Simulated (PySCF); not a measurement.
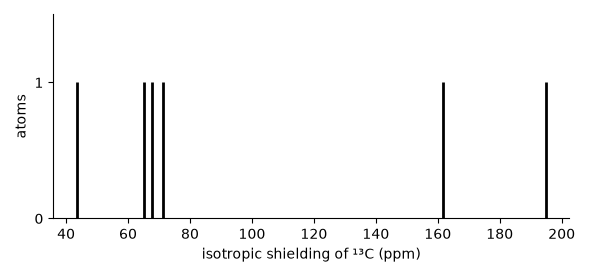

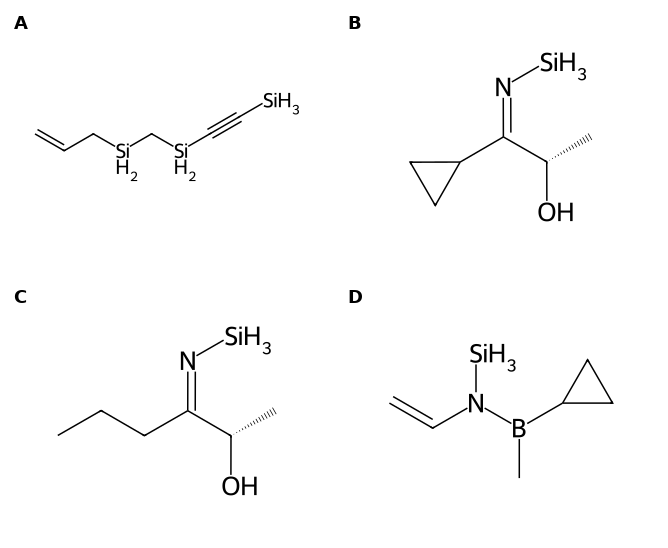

The sticks are computed shieldings of one of the molecules, for one fixed geometry (GFN2-xTB) without averaging over rotations. Low shielding means a high chemical shift. Method: GIAO PBE0/pcSseg-1 NMR shielding, non-relativistic, gas phase (PySCF 2.14.0).

Question: Match the spectrum to a structure.

Answer: A, `C=CC[SiH2]C[SiH2]C#C[SiH3]`. Its 6 C atoms give lines at 43.4, 65.2, 67.9, 71.3, 161.7, 194.8 ppm.

The geometry is semi-empirical. Around B, Si such bond lengths and angles can be off by a tenth of an ångström or more and by several degrees, and values that hang on the shape move with them.
